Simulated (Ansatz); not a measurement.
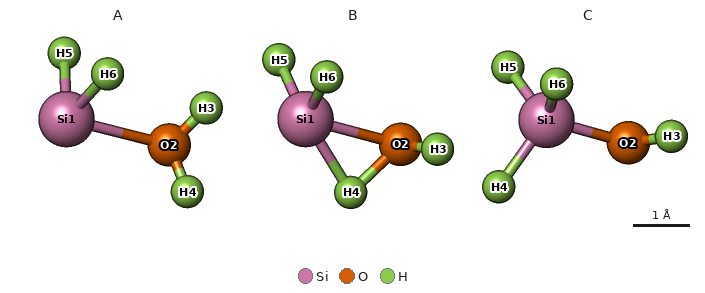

3 geometries from a converged minimum-energy path of SiH$_{4}$O, shuffled. Style: ball-and-stick. Shown from a free direction.

Method: RKS r2SCANh/def2-SVP in Ansatz. Set-up: 5 movable images; climbing image; force threshold 0.05 eV/Å; iteration limit 60; starting path through a guess of the saddle point.

> Which frame is the transition state?

B. In order along the path, whose images run from 0 to 6: C (image 1, +2.4 kJ/mol), B (image 4, +317.9 kJ/mol), A (image 6, +232.3 kJ/mol). A hydrogen atom shifts from one atom to another. Breaking: Si1–H4 (1.48 → 1.62 at the top → 2.58 Å). Forming: O2–H4 (2.52 → 1.28 at the top → 0.97 Å).
